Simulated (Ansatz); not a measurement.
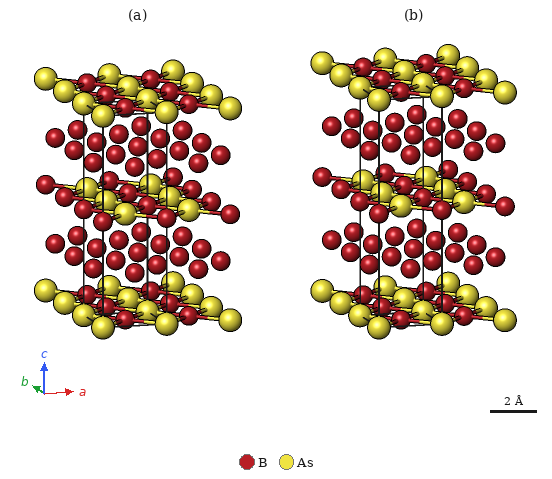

The structure of solid B$_{3}$As (built on the TiAl3 (D0_22)_139 type) before (left) and after (right) a relaxation, at one scale.

The picture is a ball-and-stick view of the conventional cell (2 times the calculation's cell), repeated 2 × 3 × 1 with one cell outlined, seen slightly off an axis. Lengths and directions refer to the drawn axes.

Case: TiAl3 (D0_22) type (I4/mmm, No. 139).

Computed with DFT r2SCAN, scalar-relativistic, plane waves, PAW in Ansatz 0.2.0.

Input file:
```yaml
crystal:
  lattice:
    - [-1.4751526117, 1.4751526117, 4.7921807632]
    - [1.4751526117, -1.4751526117, 4.7921807632]
    - [1.4751526117, 1.4751526117, -4.7921807632]
  atoms:
    - { symbol: B, position: [0.5, 0.5, 0.0] }
    - { symbol: B, position: [0.25, 0.75, 0.5] }
    - { symbol: B, position: [0.75, 0.25, 0.5] }
    - { symbol: As, position: [0.0, 0.0, 0.0] }
basis:
  ecutwfc: 500
kpoints:
  mp_grid: { grid: [22, 22, 22] }
hamiltonian:
  xc: r2scan
scf:
  occupations: { method: gaussian, width: 0.1 }
output:
  forces: true
  stress: true
  eigenvalues: true
relax:
  adjacent_minimum: "off"
  f_tol: 0.01
  max_steps: 80
  cell: { stress_tol: 0.05 }
```

Launched with:
```bash
ansatz run input.yaml --threads 1 --pin off --max-ram 2560MiB --backend cpu --events-out ev --progress --plain --runs-dir out
```

**What changed between the two?**

The atoms keep their places relative to the cell (all moves are under 0.005 Å). The drawn cell changes as follows: a = b 2.950 → 2.921 Å (−1.0 %), c 9.584 → 10.308 Å (+7.6 %); the volume changes by +5.4 %. Some distances before and after: B1–As4 2.086 → 2.065 Å. The space group stays I4/mmm (No. 139). The energy falls by 11.1 meV per atom in 4 accepted moves (5 points after the start). All forces vanish by symmetry, so only the cell relaxes. The pressure goes from 0.21 to 0.02 GPa. At 1 point the geometry stayed and the basis and grid were re-selected for the new cell (energy shift of 0.1 meV per atom at most each time).
